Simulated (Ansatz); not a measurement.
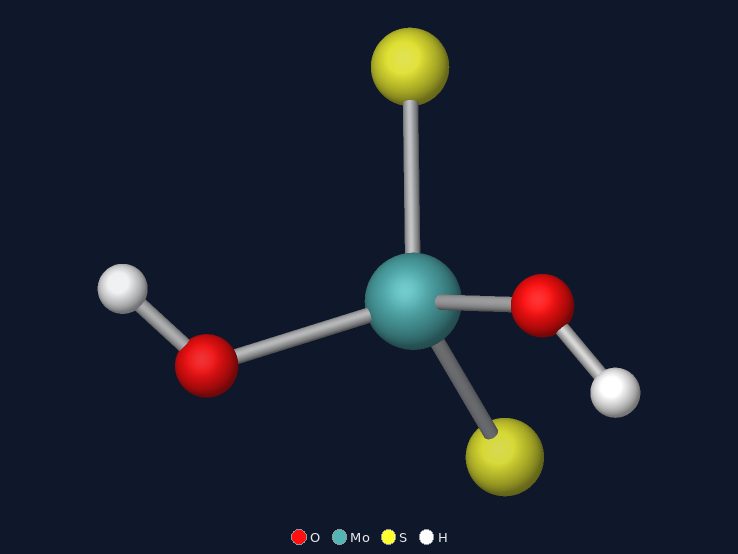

The species is neutral and a spin singlet.

Question: Which formula does it have?

Answer: H2MoO2S2, 7 atoms: 2 hydrogen, 1 molybdenum, 2 oxygen and 2 sulfur.

Question: How many bonds of each kind are drawn?

Answer: 2 Mo–O, 2 Mo–S, 2 O–H.

Question: Write the SMILES.

Answer: [OH][Mo]([OH])(=[S])=[S]

More results for the same structure follow; atom numbers are the same in all pictures, views and colours differ. The computed structure is the end point of a PBE0-D4/def2-TZVP optimisation.

## Geometry

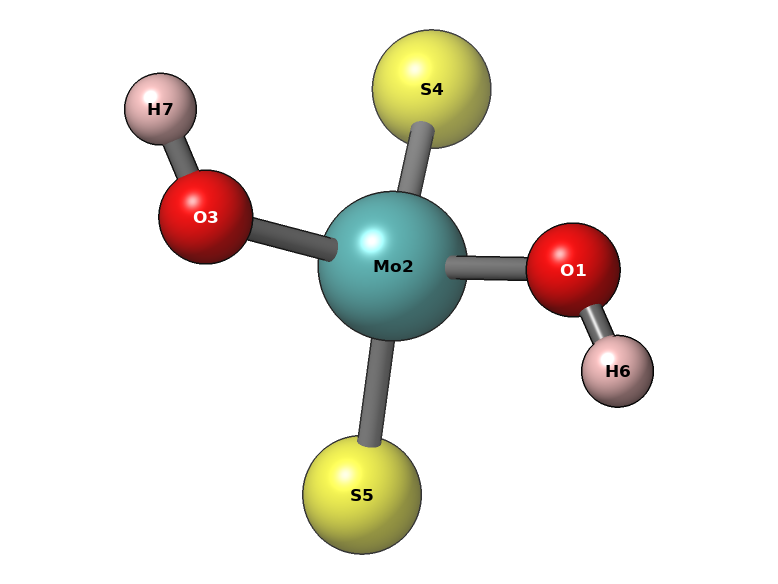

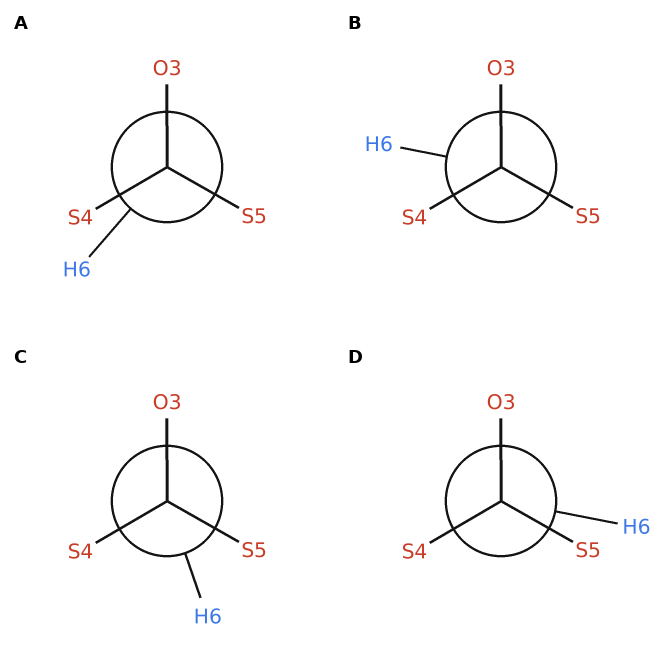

Distant atoms are faded towards the background colour. Bonds that would overlap in a projection are set slightly apart.

Question: Which Newman projection shows the view along Mo2–O1, with Mo2 in front?

Answer: D. The torsion angle S4–Mo2–O1–H6 is −139°, anticlinal.

## Dipole moment

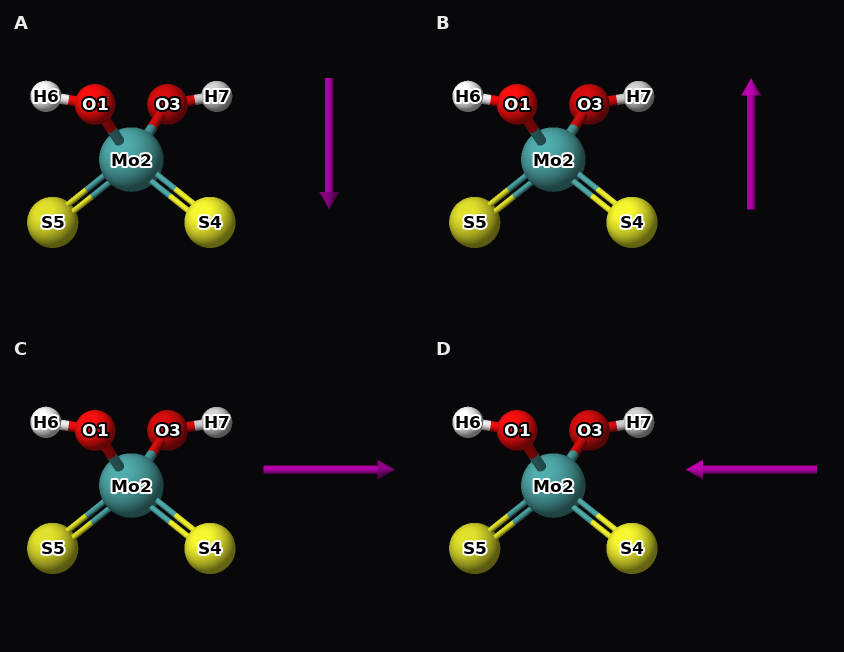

The same molecule four times, each with an arrow. Method: RKS PBE-D4/def2-TZVPP, core potentials on Mo (Ansatz 0.2.0).

Question: Which arrow points along the dipole moment, from the negative to the positive end?

Answer: B. The dipole moment is 2.04 D; it points from the side of S4, S5 to the side of H6, H7 (the outermost atoms at the two ends).

## Electronic properties

Properties computed with RKS CAM-B3LYP-D4/def2-TZVPP, core potentials on Mo (Ansatz 0.2.0).

What does the calculation give?

- HOMO energy (Kohn–Sham orbital): −8.50 eV
- LUMO energy (Kohn–Sham orbital): −2.12 eV
- HOMO–LUMO gap: 6.38 eV
- dispersion correction: −22.2 kJ/mol

## Thermal motion

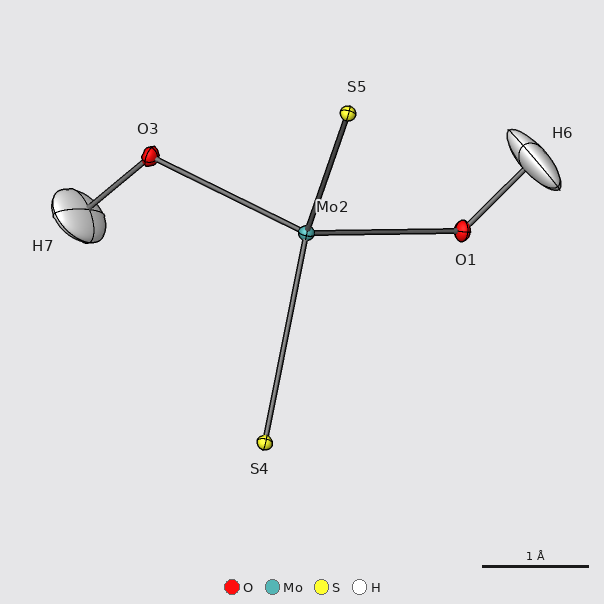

Displacement ellipsoids at the 50 % level, from the internal vibrations of the free molecule (harmonic, no overall translation or rotation; no half-axis is drawn under 0.075 Å). Vibrations computed with RKS PBE0-D4/def2-TZVP, core potentials on Mo (Ansatz 0.2.0). Temperature: 200 K.

Question: Which atom moves most?

Answer: H6, H7, with U_eq = 0.0379 Å².

Question: Does H6 move more along its bond or across it?

Answer: Across it: the root-mean-square amplitude is 0.088 Å along the bond and up to 0.270 Å across, since bending and torsion are softer than stretching.

List U_eq and the three principal root-mean-square amplitudes for each kind of atom.

```csv
atom,U_eq (Å²),rms amplitudes (Å)
"O1, O3",0.0035,"0.042, 0.066, 0.067"
Mo2,0.00037,"0.016, 0.020, 0.022"
"S4, S5",0.0015,"0.032, 0.038, 0.046"
"H6, H7",0.0379,"0.084, 0.183, 0.270"
```

## Charges

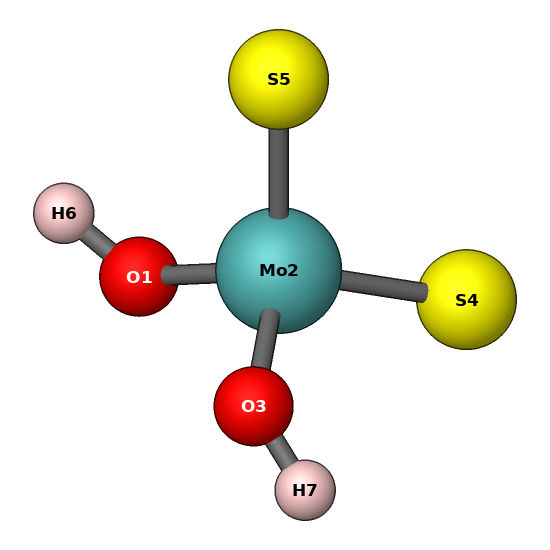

The questions are on Mulliken charges. Method: RKS PBE0-D4/def2-TZVP, core potentials on Mo (Ansatz 0.2.0).

Question: Which atom carries the highest charge (most positive or least negative)?

Answer: Mo2 (1.35 e).

Question: And the lowest?

Answer: O1, O3 (−0.67 e).

List the Mulliken charges.

```json
{"atom": "O1", "value (e)": "−0.67"}
{"atom": "Mo2", "value (e)": "1.35"}
{"atom": "O3", "value (e)": "−0.67"}
{"atom": "S4", "value (e)": "−0.37"}
{"atom": "S5", "value (e)": "−0.37"}
{"atom": "H6", "value (e)": "0.36"}
{"atom": "H7", "value (e)": "0.36"}
```

Mulliken values depend strongly on the basis set and can even reverse the polarity of a bond.
